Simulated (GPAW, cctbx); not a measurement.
# Bonding in KSc2Cl7 as X-rays see it

Aim: compute the bonding part of the density of KSc2Cl7, find which reflections carry it, and see how it biases an ordinary refinement.

The cell comes from substitution in a known structure type and wasn't matched to any measured phase. All numbers below are calculated.

## Step 1: Find the equilibrium geometry

The density hangs on the geometry, so cell and atoms are relaxed first, with the symmetry held. The cutoff is set higher than for the density because stress converges slowly with plane waves.

Settings: GPAW 26.7.0, PBE, 570 eV, 3×2×2 k-points (along the axes of the calculation cell), Fermi–Dirac width 0.05 eV, BFGS to 0.03 eV/Å.

```text
cell
1.0
     0.000000000    0.000000000    5.032000000
     4.061000000   -6.485500000    0.000000000
     4.061000000    6.485500000    0.000000000
Sc K Cl
2 1 7
Direct
0.500000000 0.690700000 0.309300000
0.500000000 0.309300000 0.690700000
0.000000000 0.000000000 0.000000000
0.500000000 0.500000000 0.500000000
0.500000000 0.958000000 0.673200000
0.500000000 0.042000000 0.326800000
0.500000000 0.673200000 0.958000000
0.500000000 0.326800000 0.042000000
0.000000000 0.705900000 0.294100000
0.000000000 0.294100000 0.705900000
```

```console
$ OMP_NUM_THREADS=1 mpirun -n 4 gpaw python run.py > gpaw.log
```

```text
BFGS:    0      -43.268124        0.687028
BFGS:    1      -43.285557        0.599251
BFGS:    2      -43.353800        0.083184
BFGS:    3      -43.355774        0.076899
...
BFGS:   11      -43.361256        0.056531
BFGS:   12      -43.361808        0.030276
BFGS:   13      -43.361944        0.024765
cell  4.9844 7.7062 7.7062  116.34 90.00 90.00
volume 265.282 A^3, largest force 0.009 eV/A, largest stress 0.15 GPa
```

After 13 steps the volume has changed by +0.1 % and the energy by -0.094 eV; the largest stress left is 0.15 GPa. It took 3.4 min on 4 cores of Arm Neoverse V2 (shared host), peak memory 1.3 GiB.

Relaxed structure: Cmmm (no. 65), a = 8.1289 Å, b = 13.0945 Å, c = 4.9844 Å, α = 90.00°, β = 90.00°, γ = 90.00°.

| atom | mult. | x | y | z |
| --- | --- | --- | --- | --- |
| Sc1 | 4 | 1/2 | 0.8029 | 1/2 |
| K1 | 2 | 0 | 0 | 0 |
| Cl1 | 2 | 1/2 | 0 | 1/2 |
| Cl2 | 8 | 0.8119 | 0.8587 | 1/2 |
| Cl3 | 4 | 1/2 | 0.7985 | 0 |

## Step 2: The all-electron density

X-rays see the whole electron density, so the PAW density is rebuilt with its core regions. Subtracting spherical free atoms from the same code cancels the cores and leaves the deformation density Δρ, the part due to bonding.

Settings: PBE, 450 eV, 4×3×3 k-points (along the axes of the calculation cell), Fermi–Dirac width 0.05 eV; primitive cell of 10 atoms.

```console
$ OMP_NUM_THREADS=1 mpirun -n 4 gpaw python run.py > gpaw.log
```

```text
|iter:   1|       0s |  -44.533570 | +0.34 |       |
|iter:   2|       1s |  -44.273115 | -0.30 | -1.20 |
|iter:   3|       3s |  -43.211329 | -0.60 | -1.26 |
...
|iter:  14|      19s |  -43.248494c| -6.73 | -6.22c|
|iter:  15|      21s |  -43.248494c| -7.12 | -6.70c|
|iter:  16|      22s |  -43.248494c| -7.56c| -6.82c|
```

```text
grid (50, 80, 80)  electrons 180.000  moved by bonding 1.829 e
deformation density beyond 0.5 A of the nuclei: max 0.117, min -0.087 e/A^3
atom        x       y       z   Voronoi charge  moment
Sc1    0.5000  0.6971  0.3029      0.330       0.00
Sc2    0.5000  0.3029  0.6971      0.330       0.00
K 3    0.0000  0.0000  0.0000      0.256       0.00
Cl4    0.5000  0.5000  0.5000     -0.155       0.00
Cl5    0.5000  0.9532  0.6706     -0.145       0.00
Cl6    0.5000  0.0468  0.3294     -0.145       0.00
Cl7    0.5000  0.6706  0.9532     -0.145       0.00
Cl8    0.5000  0.3294  0.0468     -0.145       0.00
Cl9    0.0000  0.7015  0.2985     -0.090       0.00
Cl10   0.0000  0.2985  0.7015     -0.090       0.00
mean inner potential of superposed free atoms 10.915 V
total magnetic moment 0.000 muB
```

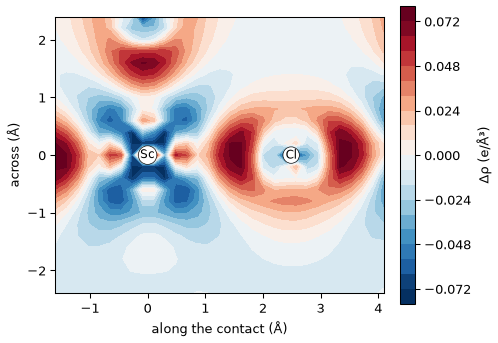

Deformation density in a plane through the shortest contact of the Sc atom at the origin; red gains electrons, blue loses them.

Cl gains most (-0.13 e) and Sc loses most (+0.33 e), in averages over each element's sites; Cl is the most electronegative element, but the order of the others doesn't follow electronegativity. Such charges fall far short of formal ones, since overlapping free atoms already put density on their neighbours. Along the shortest contact from the Sc atom at the map's origin, Sc–Cl at 2.49 Å, Δρ is +0.06 e/Å³ at the midpoint and highest, +0.09, 1.56 Å from Sc (points within 0.5 Å of a nucleus left out): a modest build-up. At the midpoints of other shortest contacts it is 0.00 (Cl–Cl, 3.02 Å) e/Å³. Point values carry grid noise of about 0.01 e/Å³. The run needed 16 iterations, 31 s.

## Step 3: From the density to structure factors

The Fourier components of Δρ, added to those of the free atoms, give the static X-ray structure factors; the Mott–Bethe relation turns them into the Fourier components V of the potential that fast electrons feel.

```text
static structure factors of the conventional cell: F in electrons, V (Mott-Bethe) in volts
   h  k  l      d  |F| table  |F| free   |F| DFT   change   |V| free  |V| DFT  change %
   1  1  0  6.9063    10.775    10.762    10.865    0.103     0.218    0.175    -19.5
   0  2  0  6.5473    71.911    71.976    72.200    0.224     2.063    1.980     -4.0
   0  0  1  4.9844   131.274   131.356   132.269    0.913     3.572    3.376     -5.5
   2  0  0  4.0645   106.568   106.667   106.335   -0.333     2.911    2.958      1.6
   1  1  1  4.0417    38.790    38.840    38.530   -0.310     1.077    1.120      4.1
   0  2  1  3.9659    34.246    34.314    33.560   -0.753     1.052    1.154      9.7
   1  3  0  3.8455    68.076    68.128    67.465   -0.662     1.856    1.941      4.6
   2  2  0  3.4532    23.769    23.742    23.291   -0.451     0.659    0.705      7.1
   0  4  0  3.2736     7.318     7.352     7.768    0.416     0.175    0.136    -22.0
   2  0  1  3.1499    66.951    67.090    68.523    1.432     1.530    1.407     -8.0
   1  3  1  3.0447    78.367    78.518    79.808    1.290     1.808    1.705     -5.7
   2  2  1  2.8385     3.236     3.399     4.390    0.991     0.136    0.067    -50.6
   0  4  1  2.7362    97.623    97.748    98.329    0.582     2.218    2.181     -1.7
   3  1  0  2.6534    88.838    88.905    89.619    0.714     2.056    2.012     -2.1
```

The largest X-ray change is +1.43 e on 201, 2.1 % of |F|. For electrons V goes as (Z − F)/g², so a change of F counts against Z − F, which is small at low angle and wherever the atoms' terms cancel: |V| of 221 moves by -50.6 % (0.14 to 0.07 V) against +29.2 % in |F|. These compare absolute values; so weak a component may also change sign. The last three rows still change by up to 0.99 e; the table stops while the angles are still low. The tabulated Hartree–Fock atoms differ from the free DFT atoms by up to 0.16 e, so the choice of reference atom matters too.

## Step 4: The functional ladder

The same geometry is run with other functionals, to see whether the bonding signal is larger than the spread between approximations. Free atoms are LDA for LDA and PBE otherwise. Any other changed setting is in the row's label.

```csv
run,ΔF 201 (e),ΔF 131 (e),ΔF 221 (e),q(Cl) (e),moved (e),time
PBE,+1.432,+1.290,+0.991,-0.131,1.829,31 s
LDA,+1.271,+1.133,+0.885,-0.123,1.657,28 s
RPBE,+1.547,+1.403,+1.047,-0.139,2.025,27 s
```

At the base's settings ΔF(201) spans +1.271 to +1.547 e, a spread of 19 % of the PBE value; over the three listed reflections the spread is at most 21 %, so sign and size hold across the functionals. Times are from shared hosts.

## Step 5: What a spherical-atom refinement makes of it

Routine crystallography fits spherical atoms. To see the bias, intensities are simulated from tabulated atoms plus the DFT change ΔF, so that bonding alone can misfit (17376 reflections of the full sphere, merged to the counts below, to 0.4 Å, 0.5 % proportional noise plus counting noise, assumed isotropic U as listed, Δρ smeared by the mean U) and refined with cctbx over different ranges.

| range | data | R1 | GooF | U Sc1 (true 0.0039) | U K1 (true 0.0041) | U Cl1 (true 0.0042) | U Cl2 (true 0.0042) | largest shift (Å) | Δρ max, min (e/Å³) |
| --- | --- | --- | --- | --- | --- | --- | --- | --- | --- |
| all data | 2443 | 0.0080 | 0.99 | 0.0039 | 0.0041 | 0.0042 | 0.0042 | 0.0001 | 0.30, -0.36 |
| low resolution, d > 0.84 | 294 | 0.0055 | 1.32 | 0.0040 | 0.0042 | 0.0043 | 0.0042 | 0.0003 | 0.10, -0.08 |
| high order, d < 0.75 | 2031 | 0.0093 | 0.94 | 0.0039 | 0.0041 | 0.0042 | 0.0042 | 0.0000 | 0.32, -0.30 |
| occupancies free, d > 0.7 | 491 | 0.0054 | 1.16 | 0.0038 | 0.0042 | 0.0043 | 0.0042 | 0.0002 | 0.14, -0.10 |

With all data GooF is 0.99, diluted by the many high-angle data; the misfit shows at low resolution; the top residual peak lies 0.83 Å from Cl and 2.61 Å from Sc. No U is off by more than 3 s.u. at low resolution. With Sc1 held at 1 and the scale free, the other occupancies refine to K1 1.005(0.002), Cl1 1.005(0.002), Cl2 1.004(0.001) and Cl3 1.004(0.002), on sites that are all full: they absorb part of the misfit, and only ratios to the fixed site mean anything.

## Step 6: Answer

Bonding moves 1.83 e in the primitive cell of KSc2Cl7 and changes the structure factors of the conventional cell in the table above by at most 1.43 e (201, 2.1 %), and among reflections above 2 % of the strongest by up to 29.2 % (221). The shortest bond, Sc–Cl, has Δρ = +0.06 e/Å³ at its midpoint. At the base's settings ΔF(201) spans +1.271 to +1.547 e, a spread of 19 % of the PBE value; over the three listed reflections the spread is at most 21 %, so sign and size hold across the functionals. With all data GooF is 0.99, diluted by the many high-angle data. Limits: static density, frozen cores, no spin–orbit coupling.

[Outputs are excerpts: Python notices, other lines and further rows are left out; steps that failed or that the build refused (PBEsol, TPSS) are not shown.]

[Logs are printed without paths, hosts, clocks, repeated set-up lines and the standing remarks that a program may print on its own settings, such as how far it seeks lower states.]
